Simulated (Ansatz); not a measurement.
# Is BaB2 in the AlB2 type a stable metal?, part 2 of 2

Question: is the lattice of BaB2 in the AlB2 type stable, and if so, what are its coupling constant and resistivity?

Ansatz 0.2.0; DFT PBE, scalar-relativistic, plane waves, PAW; PAW set soft_1.

So far. Step 2 (Rough relaxation): The largest force is now zero by symmetry and the largest stress component 0.33 GPa. Step 3 (Relaxation): The largest force is now zero by symmetry and the largest stress component 0.0087 GPa. The relaxed cell has a = 3.257, c = 4.974 Å (conventional setting).

The structure was built from a prototype and need not be the compound's stable phase.

### Step 4. Relaxing tightly for phonons

No force is left; the cell is relaxed once more with another smearing and tight thresholds.

Contents of input.yaml:

```yaml
crystal:
  lattice:
    - [3.2567485899, 0.0, 0.0]
    - [-1.628374295, 2.8204270126, 0.0]
    - [0.0, 0.0, 4.974241509]
  atoms:
    - { symbol: Ba, position: [0.0, 0.0, 0.0] }
    - { symbol: B, position: [0.3333333333, 0.6666666667, 0.5] }
    - { symbol: B, position: [0.6666666667, 0.3333333333, 0.5] }
kpoints:
  mp_grid: { grid: [9, 9, 6] }
hamiltonian:
  xc: pbe
  pseudopotentials: { kind: paw, azcp: { folder: soft_1 } }
scf:
  occupations: { method: methfessel_paxton, width: 0.2 }
output:
  forces: true
  stress: true
  eigenvalues: true
relax:
  adjacent_minimum: "off"
  f_tol: 0.001
  max_steps: 60
  cell: { stress_tol: 0.01 }
```

On the command line:

```console
$ ansatz run input.yaml --threads 4 --pin off --max-ram 12288MiB --backend cpu --events-out ev --progress --plain --runs-dir out
```

Numbers of over 12 decimals in the logs are rounded to 6 here.

The log of the run:

```text
[the first part of the log is left out]
  E_vxc        = -204.170185  (∫ρ·V_xc dr)
  E_paw        = -5352.209130  (= ΣΔE_a)
  E_vpaw       = -47.730801  (= ΣTr[D̂ρ^β])
  E_aug_tail   = 0.000007  (compensation charges beyond the density's cutoff)
  E_ewald      = -856.359182
  E_smearing   = -0.008342  (= −TS)
  E_closure    = -0.000000  (closes the sum)
  Σ components = -6260.424929   (vs F -6260.424929, Δ=0.00e0)
[...]
--- Stress (GPa, compression-positive) ---
        0.006705      -0.000000       0.000000
       -0.000000       0.006705      -0.000000
        0.000000      -0.000000      -0.005127
  P = ⅓ Tr σ = 0.0028 GPa (0.028 kbar)
--- Band table (eV; the first three rows and the last of 48) ---
[...]
--- Relaxed structure (5 steps of the walk, 5 accepted, 1 SCFs on fresh bases) ---
[...]
cell:  # Å, volume = 45.8205 Å³
    - [3.276962, 2.904673555270981e-11, 0]
    - [-1.638481, 2.837932, 0]
    - [0, 0, 4.927041]
  atoms:
    - { symbol: Ba, position: [0, 0, 0] }
    - { symbol: B, position: [0.333333, 0.666667, 0.500000] }
    - { symbol: B, position: [0.666667, 0.333333, 0.500000] }
```

Elapsed: 2.9 s, on 4 threads of AMD EPYC 7B13 (Zen 3), shared host; peak memory 0.42 GiB.

Step by step:

```csv
step,energy less that of the first step (eV),largest force component (eV/Å),pressure (GPa),volume (Å³)
1,0.0000,0.0000,0.20,45.69
2,-0.0010,0.0000,1.15,45.29
3,-0.0024,0.0000,-0.29,45.97
4,-0.0027,0.0000,-0.01,45.82
5,-0.0027,0.0000,0.00,45.82
6,-0.0028,0.0000,0.00,45.82
```

The log counts 1 steps on a newly chosen plane-wave basis, not all of them marked here; energy and pressure can jump at such steps.

```csv
"conventional cell, symmetrised",before,after,change
a (Å),3.257,3.277,+0.6 %
b (Å),3.257,3.277,+0.6 %
c (Å),4.974,4.927,-0.9 %
volume (Å³/atom),15.23,15.27,+0.3 %
```

The relaxed structure:

```
Ba B
1.0
     3.27696    0.00000    0.00000
    -1.63848    2.83793    0.00000
     0.00000    0.00000    4.92704
Ba B
1 2
Direct
  0.00000 0.00000 0.00000
  0.33333 0.66667 0.50000
  0.66667 0.33333 0.50000
```

This step gave:

| Quantity | Value |
| --- | --- |
| pressure | 0.002761 GPa |
| volume per atom | 15.27 Å³/atom |

The largest force is now zero by symmetry and the largest stress component 0.0067 GPa, small enough for phonons.

### Step 5. Phonons by linear response: q 2×2×2, k 6×6×4

Before any scattering is computed, the phonons show whether the structure is a minimum.

Contents of input.yaml:

```yaml
crystal:
  lattice:
    - [3.2769617576, 0.0, 0.0]
    - [-1.6384808788, 2.8379321293, 0.0]
    - [0.0, 0.0, 4.9270407657]
  atoms:
    - { symbol: Ba, position: [0.0, 0.0, 0.0] }
    - { symbol: B, position: [0.3333333333, 0.6666666667, 0.5] }
    - { symbol: B, position: [0.6666666667, 0.3333333333, 0.5] }
kpoints:
  mp_grid: { grid: [6, 6, 4] }
hamiltonian:
  xc: pbe
  pseudopotentials: { kind: paw, azcp: { folder: soft_1 } }
scf:
  occupations: { method: methfessel_paxton, width: 0.2 }
output:
  eigenvalues: true
phonons:
  method: dfpt
  qmesh: [2, 2, 2]
  temperatures: { t_max: 1000, t_step: 50 }
  qpath:
    path:
      - [[0.0, 0.0, 0.0], [0.5, 0.0, 0.0], [0.33333333, 0.33333333, 0.0], [0.0, 0.0, 0.0], [0.0, 0.0, 0.5], [0.5, 0.0, 0.5], [0.33333333, 0.33333333, 0.5], [0.0, 0.0, 0.5]]
      - [[0.5, 0.0, 0.5], [0.5, 0.0, 0.0]]
      - [[0.33333333, 0.33333333, 0.5], [0.33333333, 0.33333333, 0.0]]
    npoints: 10
```

The log of the run:

```text
Warning: phonons: the dynamical matrix that this run interpolates holds no multipole term above the dipole-dipole one, and a site of this crystal is no centre of inversion, so its interpolated transverse optical and acoustic branches and sound speeds can stay off near Gamma, and the density of states and the thermodynamics with them. What a run solves at a wave vector of phonons.qpoints, Gamma apart, where the deck admits one, is free of this, and under fd what a larger phonons.supercell samples
[...]
Crystal: 3 atoms, lattice volume = 45.820 Å³
Basis set: ecut = 420 eV, 929 PW (Γ), exchange–correlation on 48×48×72 points (8 copies of the dense FFT grid, shifted against one another)
Bands: 12, of which v1, the nominal top of the filled ones, is band 8 counted from 1 (7 counted from 0)
Symmetry: 24 space group operations
k-points: 21 of 144
[...]
SCF iter   1: F=—  HF=-6260.525366 eV  |F-HF|=—  |Δ(HF+E_count)|=         —  Δρ=2.79e-2  dr2=3.00e-1  ethr=3.10e-3  ⟨swp⟩=8.3  Hψ=1899  notcnv=0
[...]
SCF iter   9: F=-6260.468341 eV  HF=-6260.468341 eV  |F-HF|=2.73e-12  |Δ(HF+E_count)|=  8.16e-10  S|Δr|=    0.00e0  Δρ=8.45e-8  dr2=3.42e-12  ethr=1.00e-12  ⟨swp⟩=5.0  Hψ=1352  notcnv=0
SCF 1 converged in 9 iterations: F = -6260.468341 eV  dr2 = 3.42e-12
[...]
SCF iter   5: F=-6260.468341 eV  HF=-6260.468341 eV  |F-HF|=3.64e-12  |Δ(HF+E_count)|=  1.27e-11  S|Δr|=    0.00e0  Δρ=1.29e-7  dr2=6.97e-12  ethr=1.00e-12  ⟨swp⟩=1.7  Hψ=785  notcnv=0
SCF 2 converged in 5 iterations: F = -6260.468341 eV  dr2 = 6.97e-12
phonons: the bands overlap, so this run is a metal and interpolates without the dipole-dipole term. If the crystal is really an insulator or semiconductor, its LO-TO splitting is missing
NSCF: frozen V_eff on 21 k-points
WARN: eigensolver did not converge in 6 slots of this pass, the one above among them; of largest residual over every band (k=14): 1 band(s) unlocked (lowest unlocked band 11, counted from 0; max residual 2.51e-1 eV among the unlocked bands, 2.51e-1 eV over every band); of lowest unlocked band (k=6): band 11
[...]
DFPT response loops at q = (0, 0, 0) (fractional): preconditioner auto → Kerker (q_TF=auto, 2.289 Å⁻¹) (partly filled bands, converged f_vac=0.000); β = 1.00, the filter's whole step (`scf.mixing.beta` (0.50) is not read by the response loops under this deck's `scf.mixing.preconditioner`; to damp them name `kerker` or `kerker_dos`, under which they read `scf.mixing.beta`, and type it under 1.00, their step now; both keys bind the ground state too); Broyden in place of MSR1
[...]
SCF converged after 9 iterations
Stability not checked: this state was not tested for a lower state beside it, because cold or Methfessel-Paxton smearing, or corrected tetrahedra, fill the levels in a way that the test cannot read (fill_not_monotonic; see scf.lower_state_search)
Free energy (F): -6260.468341 eV
[...]
Internal energy: -6260.457888 eV  (E = F + TS)
E sigma→0 (E₀):  -6260.465728 eV
Entropy (-TS):   -0.010454 eV (-3.485 meV/atom)
Fermi energy:    11.203860 eV
[...]
--- Band table (eV; the first three rows and the last of 21) ---
  k-point 0: bands = [... 4 lower, 1.4367, 10.5264, 11.6189, 11.7687, 11.7687, 15.4146, 15.4146, 15.6035]
  k-point 1: bands = [... 4 lower, 2.3312, 9.2652, 11.8896, 11.8896, 12.0445, 15.0173, 15.0173, 15.6429]
  k-point 2: bands = [... 4 lower, 3.3390, 8.0658, 12.0320, 12.0320, 12.2641, 14.6432, 14.6432, 15.6844]
  k-point 20: bands = [... 4 lower, 5.0586, 5.0586, 8.4499, 12.4531, 12.4531, 15.6483, 15.6483, 16.4690]
--- Phonons (Γ-DFPT): 4 representative perturbations + reference (Σ response iterations 12) ---
  ASR residual: 3.619e-5 → 0.000e0 eV/Å²; symmetrization residual: 1.248e-6 eV/Å²
  ASR residual per site (eV/Å²): 3.62e-5 1.78e-5 1.78e-5
  Γ frequencies (cm⁻¹): -460.95 -460.95 0.00 0.00 0.00 192.81 192.81 271.14 608.81
--- Phonons (arbitrary-q DFPT): 4 irreducible q on the 2×2×2 mesh ---
  q = [0.0000, 0.0000, 0.0000] (star 1, of the zone-centre solve; hermiticity 2.89e-7, symmetrization 1.59e-13): -460.95 -460.95 -0.00 -0.00 0.00 192.81 192.81 271.14 608.81
  q = [0.0000, 0.0000, -0.5000] (star 1, 4 solved perturbations in 120 linear systems a pass and spin channel, the states on 39 of 144 k-point pairs; hermiticity 2.12e-12, symmetrization 1.06e-12): -480.11 -480.11 75.64 75.64 92.65 177.94 177.94 327.80 550.33
  q = [0.0000, -0.5000, 0.0000] (star 3, 6 solved perturbations on 39 of 144 k-point pairs; hermiticity 7.26e-8, symmetrization 5.04e-15): -32.97 78.46 140.17 381.85 384.42 389.20 452.04 452.62 484.47
[...]
sum rule: each row above includes the acoustic sum rule's correction from the zone centre's row sums; it moved no ω² by more than (0.67 cm⁻¹)²
  mesh force constants: q→R imaginary residual 1.76e-17; ASR residual 3.619e-5 → 0.000e0 eV/Å²; symmetrization residual 4.441e-15 eV/Å²
  interpolated dispersion: 93 rows × 9 modes
  density of states and harmonic sums: on the 22×22×14 q-mesh, interpolated from the force constants of a 2×2×2 supercell (no non-analytic term)
  largest difference from the sums on the solved wave vectors: F 1.59e-1 eV, S 2.12e-4 and C_V 6.33e-5 eV/K
  zero-point energy: 0.147809 eV/cell   skipped modes (ω ≤ 0): 300, of them read as no rigid motion or as one in doubt: 297 (6.341e-1 modes/cell left out, lowest -480.11 cm⁻¹)   left out of the sums: 7.05e-2 of the cell's modes: C_V's classical limit lies that fraction below 3 k_B per atom; for a crystal, a wire or a layer, F and S can be off by more, and a phonons.interpolated_qmesh denser along its periods is the remedy for the sampling
```

Run time: 12 s. Hardware: 4 threads; peak memory 0.54 GiB; 39 s of CPU time.

Numbers from this step:

```yaml
share_of_imaginary_modes_in_the_plain_interpolation_between_solved_wavevectors: 0.0716
highest_frequency_solved_or_plainly_interpolated: 608.8 cm⁻¹
```

Solved on the 2×2×2 mesh alone; all other wavevectors are interpolated. The phonon branches at the labelled points (cm⁻¹):

```csv
point,branch 1,branch 2,branch 3,branch 4,branch 5,branch 6,branch 7,branch 8,branch 9
Γ,-461,-461,0,0,0,193,193,271,609
M,-33,78,140,382,384,389,452,453,484
K,76,107,107,436,436,453,457,457,458
Γ,-461,-461,0,0,0,193,193,271,609
A,-480,-480,76,76,93,178,178,328,550
L,51,61,85,372,383,445,454,460,486
H,48,79,79,430,430,454,476,476,499
A,-480,-480,76,76,93,178,178,328,550
jump to L,51,61,85,372,383,445,454,460,486
M,-33,78,140,382,384,389,452,453,484
jump to H,48,79,79,430,430,454,476,476,499
K,76,107,107,436,436,453,457,457,458
```

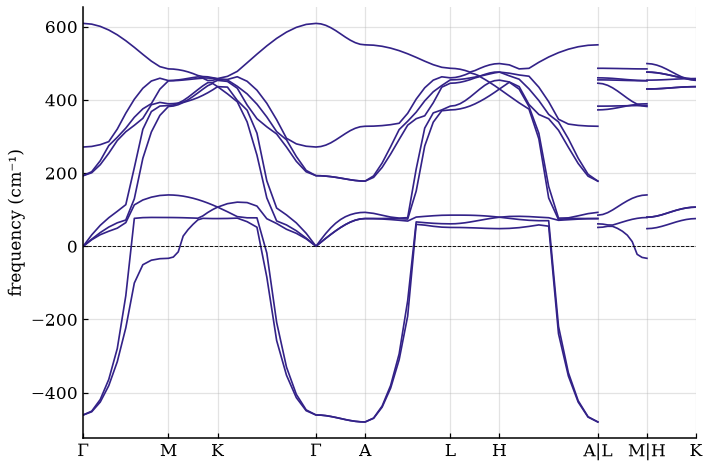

Phonon branches along the path.

Lowest modes at the softest wavevector of the mesh. Modes at q = (0.000, 0.000, 0.500), with each element's share of the kinetic energy (negative means imaginary):

```csv
mode,frequency (cm⁻¹),Ba %,B %
1,-480.1,0,100
2,-480.1,0,100
3,75.6,100,0
4,75.6,100,0
5,92.6,100,0
6,177.9,0,100
```

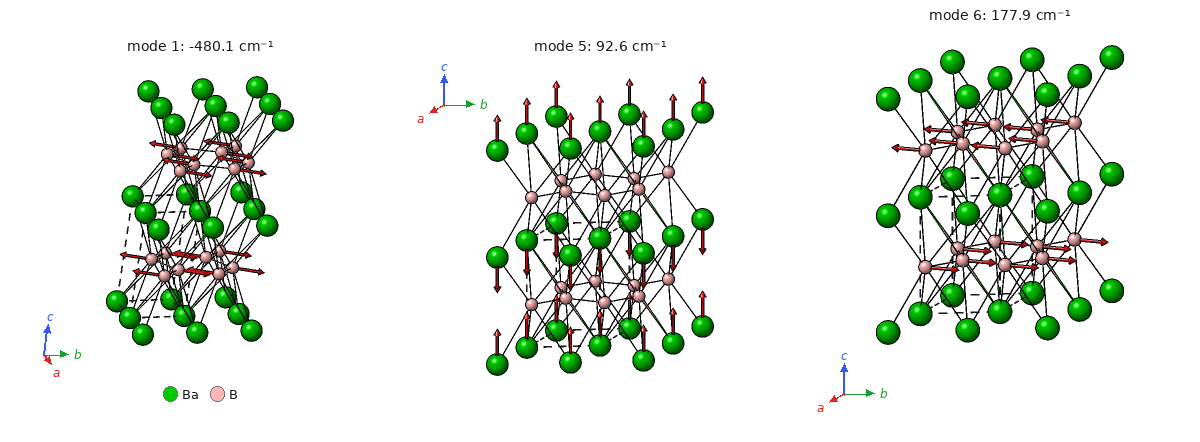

Displacement patterns of modes 1, 5 and 6 at q = (0.000, 0.000, 0.500); arrows are exaggerated. 2×2×2 cells are drawn. Some periodic images of atoms are drawn too.

Among the solved wavevectors the lowest mode, translations apart, is -480 cm⁻¹, imaginary.

### Step 6. Phonons: q 3×3×2, k 9×9×4

An imaginary mode on so few k-points may come from the sampling, so the phonons are repeated with another q and k mesh.

Edit input.yaml of step 5 so:

```diff
@@ -10,3 +10,3 @@
 kpoints:
-  mp_grid: { grid: [6, 6, 4] }
+  mp_grid: { grid: [9, 9, 4] }
 hamiltonian:
@@ -20,3 +20,3 @@
   method: dfpt
-  qmesh: [2, 2, 2]
+  qmesh: [3, 3, 2]
   temperatures: { t_max: 1000, t_step: 50 }
```

The log of the run:

```text
[...]
Crystal: 3 atoms, lattice volume = 45.820 Å³
Basis set: ecut = 420 eV, 929 PW (Γ), exchange–correlation on 48×48×72 points (8 copies of the dense FFT grid, shifted against one another)
Bands: 12, of which v1, the nominal top of the filled ones, is band 8 counted from 1 (7 counted from 0)
Symmetry: 24 space group operations
k-points: 36 of 324
[...]
SCF iter   1: F=—  HF=-6260.508304 eV  |F-HF|=—  |Δ(HF+E_count)|=         —  Δρ=3.04e-2  dr2=3.22e-1  ethr=3.10e-3  ⟨swp⟩=8.4  Hψ=3304  notcnv=0
[...]
SCF iter   9: F=-6260.451276 eV  HF=-6260.451276 eV  |F-HF|=2.73e-12  |Δ(HF+E_count)|=  3.04e-10  S|Δr|=    0.00e0  Δρ=7.68e-8  dr2=2.38e-12  ethr=1.00e-12  ⟨swp⟩=4.8  Hψ=2348  notcnv=0
SCF 1 converged in 9 iterations: F = -6260.451276 eV  dr2 = 2.38e-12
[...]
SCF iter   6: F=-6260.451276 eV  HF=-6260.451276 eV  |F-HF|=0.00e0  |Δ(HF+E_count)|=  2.73e-12  S|Δr|=    0.00e0  Δρ=6.47e-8  dr2=2.38e-12  ethr=1.00e-12  ⟨swp⟩=2.7  Hψ=1206  notcnv=0
SCF 2 converged in 6 iterations: F = -6260.451276 eV  dr2 = 2.38e-12
[...]
SCF converged after 9 iterations
[...]
Free energy (F): -6260.451276 eV
[...]
Internal energy: -6260.443125 eV  (E = F + TS)
E sigma→0 (E₀):  -6260.449238 eV
Entropy (-TS):   -0.008151 eV (-2.717 meV/atom)
Fermi energy:    11.162589 eV
[...]
--- Band table (eV; the first three rows and the last of 36) ---
  k-point 0: bands = [... 4 lower, 1.5151, 10.5590, 11.5663, 11.8456, 11.8456, 15.3779, 15.3779, 15.5666]
  k-point 1: bands = [... 4 lower, 2.3960, 9.2871, 11.9745, 11.9745, 12.0021, 14.9700, 14.9700, 15.6025]
  k-point 2: bands = [... 4 lower, 3.3975, 8.0874, 12.1292, 12.1292, 12.2198, 14.5820, 14.5820, 15.6400]
  k-point 35: bands = [... 4 lower, 5.1311, 5.1311, 8.5389, 12.4704, 12.4704, 15.6313, 15.6313, 16.4259]
[...]
ASR residual: 5.413e-5 → 0.000e0 eV/Å²; symmetrization residual: 1.291e-6 eV/Å²
  ASR residual per site (eV/Å²): 5.41e-5 2.17e-5 2.17e-5
  Γ frequencies (cm⁻¹): -435.57 -435.57 0.00 0.00 0.00 178.26 178.26 250.67 624.05
--- Phonons (arbitrary-q DFPT): 6 irreducible q on the 3×3×2 mesh ---
[...]
interpolated dispersion: 93 rows × 9 modes
[...]
```

Wall time 36 s (4 threads); peak memory 0.65 GiB.

Numbers from this step:

* share of imaginary modes in the plain interpolation between solved wavevectors: 0.055
* highest frequency, solved or plainly interpolated: 624.1 cm⁻¹

Solved on the 3×3×2 mesh alone; all other wavevectors are interpolated. Phonon branches along the path, in cm⁻¹:

```csv
point,branch 1,branch 2,branch 3,branch 4,branch 5,branch 6,branch 7,branch 8,branch 9
Γ,-436,-436,0,0,0,178,178,251,624
M,71,79,150,413,419,429,454,495,498
K,60,129,129,411,467,467,480,480,539
Γ,-436,-436,0,0,0,178,178,251,624
A,-407,-407,74,74,84,167,167,318,596
L,29,83,143,385,422,436,459,499,512
H,-54,121,121,422,441,441,491,491,538
A,-407,-407,74,74,84,167,167,318,596
jump to L,29,83,143,385,422,436,459,499,512
M,71,79,150,413,419,429,454,495,498
jump to H,-54,121,121,422,441,441,491,491,538
K,60,129,129,411,467,467,480,480,539
```

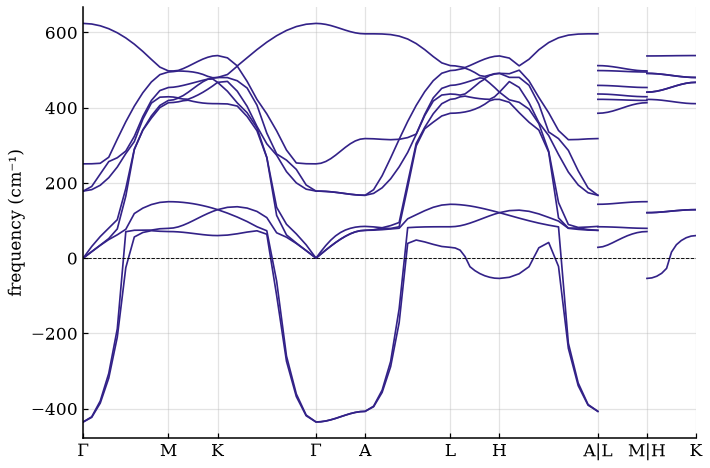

Phonon branches along the path.

The modes has structure finer than the step of the table below, so its rows give means over 50 cm⁻¹, whole bins alone (the curve runs from -446 to 653 cm⁻¹). Peaks (cm⁻¹: height): B 321.2: 0.017, 417.9: 0.0311; Ba 79.4: 0.0342, 134.7: 0.0240.

Phonopy on the run's constants, 19x19x11 mesh, Gaussian sigma 7.8 cm⁻¹. The modes by wavenumber; means over each step; values in 1/cm⁻¹/cell:

```csv
wavenumber (cm⁻¹),B,Ba
-400,0.00118,0
-350,0.00119,0
-300,0.00140,0
-250,8.7e-4,1.0e-5
-200,0.00130,2.6e-5
-150,4.5e-4,4.1e-5
-100,3.8e-4,1.3e-4
-50,4.7e-4,0.00156
0,2.0e-4,0.00230
50,7.4e-4,0.0197
100,8.1e-4,0.0241
150,0.00157,0.0110
200,0.00307,1.7e-4
250,0.00656,2.4e-4
300,0.0113,2.6e-4
350,0.0147,2.2e-4
400,0.0241,1.9e-4
450,0.0193,6.5e-5
500,0.0161,5.3e-6
550,0.00829,0
600,0.00569,0
```

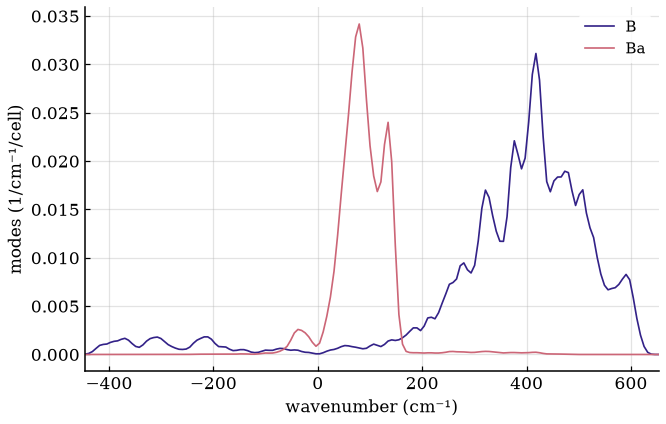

Modes, plotted against wavenumber.

No LO-TO term; unit eigenvectors of the mass-weighted matrix. The modes at Γ (shares of kinetic energy by element, %) (negative means imaginary):

```csv
mode,frequency (cm⁻¹),symmetry,Ba %,B %
1,-435.6,E2g,0,100
2,-435.6,E2g,0,100
3,0.0,unnamed,86,14
4,0.0,unnamed,86,14
5,0.0,unnamed,86,14
6,178.3,E1u,14,86
7,178.3,E1u,14,86
8,250.7,A2u,14,86
9,624.1,B1g,0,100
```

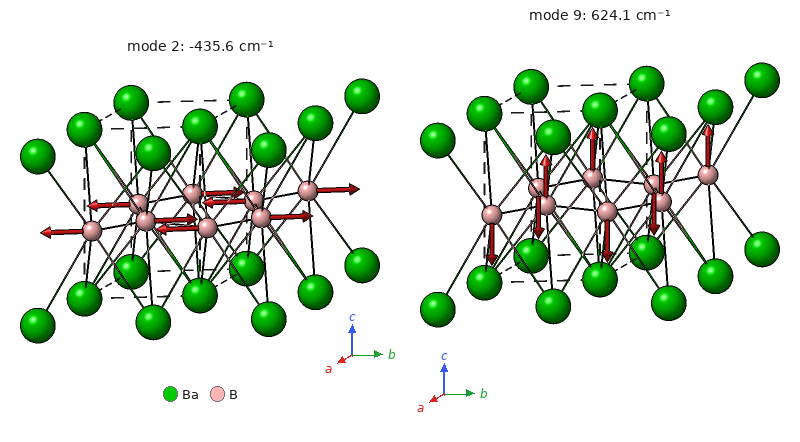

Displacement patterns of modes 2 and 9 at Γ; arrows are exaggerated. 2×2×1 cells are drawn. Some periodic images of atoms are drawn too.

Among the solved wavevectors the lowest mode, translations apart, is -436 cm⁻¹, imaginary.

### Step 7. What came out

| Quantity | Value |
| --- | --- |
| phonon run of the rows without a label of their own | PBE, q 3×3×2, k 9×9×4 |
| softest mode on the q mesh | -436 cm⁻¹ at q = (0, 0, 0) |
| highest frequency, solved or plainly interpolated | 624 cm⁻¹ |

In words: The lattice is dynamically unstable at this level: a mode at q = (0, 0, 0) is imaginary, 436i cm⁻¹, so no harmonic coupling constant or resistivity is defined for this structure. These meshes are coarse, and single modes of a metal can move by tens of cm⁻¹ with the k mesh. The phonon runs are not spin-polarised. The structure was built by hand as an ordered model, and its stability against other phases was not tested.

[Logs are printed without paths, hosts, clocks, repeated set-up lines and the standing remarks that a program may print on its own settings, such as how far it seeks lower states.]

[Hosts, paths, dates, database ids (printed as entryN), source tags and the programs' standing remarks are cut or masked in the printed files.]
